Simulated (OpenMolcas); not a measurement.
Excited-state calculation of C₂H₃Al (part 3 of 3)

Continued. System: C₂H₃Al, SMILES [CH]1=[CH][AlH]1. Method: MC-PDFT (trevPBE)/6-31G (OpenMolcas 26.06). The geometry comes from this level: GFN2-xTB.

Geometry of the input (Å):
```
C  -0.6637  -0.5087  -0.3080
C  0.4920  0.1614  -0.7294
Al 0.1949  0.3859  1.1518
H  -1.3163  -1.0854  -0.9665
H  0.8524  0.1707  -1.7596
H  0.4408  0.8760  2.6116
```

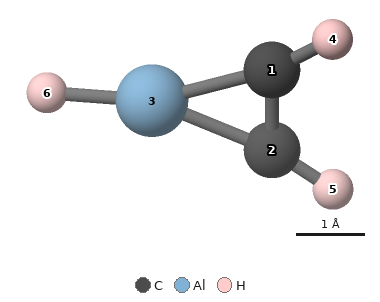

*The input geometry (ball-and-stick view, seen at an oblique angle; atoms are numbered from 1 in the order of the input). Sticks mark near contacts.*

What the program printed, continued
```
      Nuclear Repulsion energy                                             76.67673829
      CASSCF contribution energy                                         -289.69545279
      On-top energy                                                       -30.35391946

      Total MCPDFT energy for state   2                                  -320.04937225
--

++    CMS-PDFT INTERMEDIATE STATE 0003
      --------------------------------

      MCSCF reference energy                                             -319.12597946

      Integrated total density:                                                 28.000
      Integrated alpha density before functional transformation:                14.000
      Integrated  beta density before functional transformation:                14.000
      Integrated alpha density  after functional transformation:                14.779
      Integrated  beta density  after functional transformation:                13.221
      Integrated alpha tau     before functional transformation:                 0.000
      Integrated  beta tau     before functional transformation:                 0.000
      Integrated alpha tau      after functional transformation:                 0.000
      Integrated  beta tau      after functional transformation:                 0.000
      NOTE:
      Densities after transformation are intermediate quantities
      and should not be interpreted as real spin densities

      Exchange energy scaling factor                                          1.000000
      Correlation energy scaling factor                                       1.000000

      Integrated alpha exchange energy                                      -15.062639
      Integrated beta  exchange energy                                      -14.445180
      Integrated  correlation   energy                                       -0.933122

      Nuclear Repulsion energy                                             76.67673829
      CASSCF contribution energy                                         -289.65488602
      On-top energy                                                       -30.44094091

      Total MCPDFT energy for state   3                                  -320.09582693
--

++       CMS-PDFT FINAL RESULTS
      -------------------------

      CMS-PDFT Effective Hamiltonian
      (diagonal values increased by   320.00 hartree)
       -0.125002 -0.000429  0.109182
       -0.000429 -0.049372  0.000045
        0.109182  0.000045 -0.095827

::    MSPDFT root number  1 Total energy:   -320.22056752
::    MSPDFT root number  2 Total energy:   -320.04937278
::    MSPDFT root number  3 Total energy:   -320.00026081

      CMS-PDFT Eigenvectors:

      Intermediate-state Basis
       Root    1      Root    2      Root    3
       -0.752473      -0.001785       0.658621
       -0.002062      -0.999985      -0.005065
        0.658620      -0.005169       0.752458

      Reference-state Basis
       Root    1      Root    2      Root    3
       -0.999521      -0.000234       0.030952
        0.000212      -1.000000      -0.000729
        0.030952      -0.000722       0.999521
--

--- Stop Module: mcpdft /rc=_RC_ALL_IS_WELL_ ---
--- Module mcpdft spent 1 second ---

.##################.
.# Happy landing! #.
.##################.

    Timing: Wall=3.14 User=2.59 System=0.53
```
